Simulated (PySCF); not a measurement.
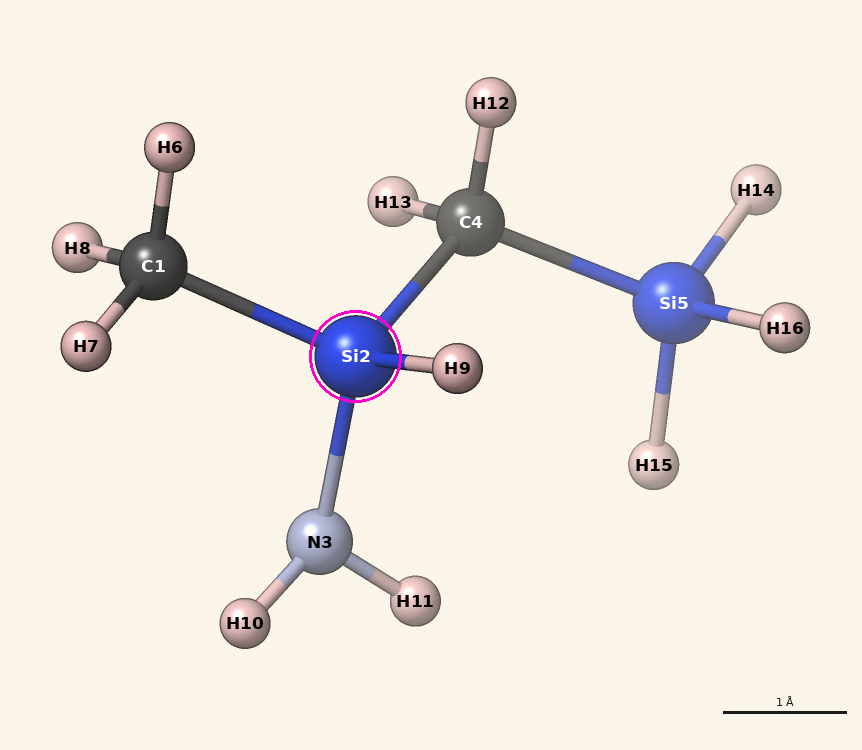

Orthographic view. Distant atoms are faded towards the background colour. The geometry was computed by an optimisation with PBE0-D3(BJ)/def2-SVP. No frequency run is at hand to confirm it as a minimum.

### Which atoms are bonded to the circled atom?

The circled atom is Si2; it is bonded to C1, N3, C4, H9.

### What is the shortest path along bonds from the circled atom to H15?

Si2–C4–Si5–H15, 3 bonds; through space the two are 3.57 Å apart.

### Of Si2 and C4, which is nearer the viewer?

Si2; the bond to C4 points away from the viewer, so it looks shorter than its 1.88 Å.

### Which two atoms are farthest apart in space?

H7 and H14, 6.84 Å.
